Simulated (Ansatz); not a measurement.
```xyz
8

C    -1.1772   -0.2338    0.5437
F    -1.2485   -3.1403   -0.4190
F     1.1960   -2.1676    0.4498
F     0.1595   -1.3369   -1.9816
Ge   -0.2815   -1.6968   -0.3380
H    -0.5049    0.6442    0.5608
H    -2.1017    0.0116   -0.0115
H    -1.4287   -0.5345    1.5778
```

Geometry: PBE-D3(BJ)/def2-SVP.

Method: isolated molecule in a Gaussian basis; Kohn-Sham density functional theory, functional PBE0 in Ansatz 0.2.0.

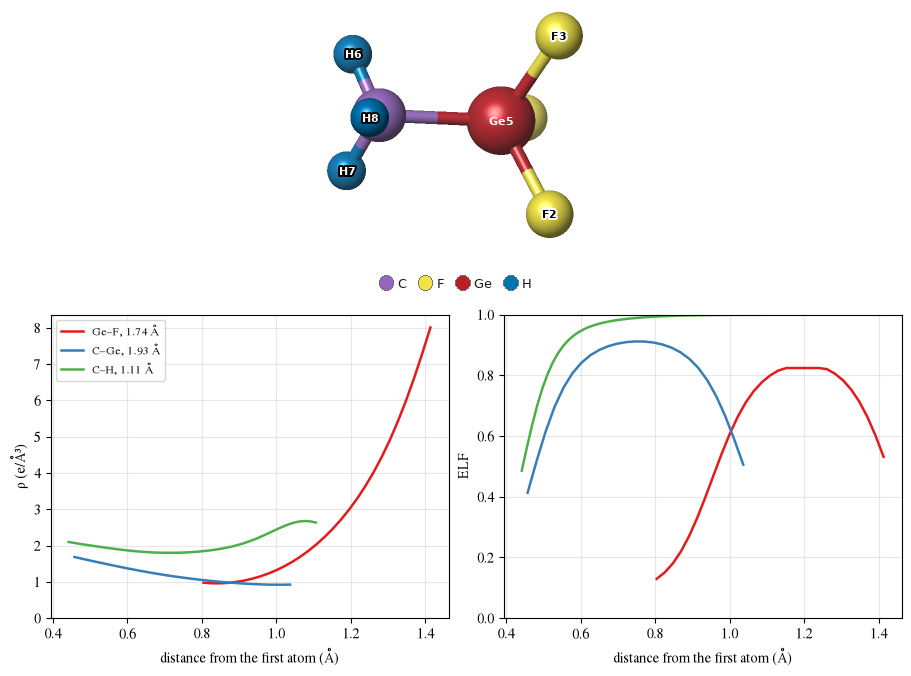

CH3F3Ge (SMILES [CH3][Ge]([F])([F])[F]). Total electron density and electron localisation function along straight lines between neighbouring atoms. The curves leave out the atomic cores. The structure is drawn too.

Q: What can be read from the curves?

A: Ge–F (1.74 Å): the density is about 0.97 e/Å³ at the midpoint; the ELF peaks at about 0.80 in the valence shell of F, 0.6 Å from its nucleus, and is about 0.20 at the midpoint.
C–Ge (1.93 Å): ρ at the midpoint is about 0.93 e/Å³; the ELF peaks at about 0.90 between the atoms; a shared electron pair.
C–H (1.11 Å): ρ at the midpoint is about 1.9 e/Å³; the ELF climbs to about 1 towards the hydrogen, as it does in any bond to H (an ordinary covalent bond to hydrogen).
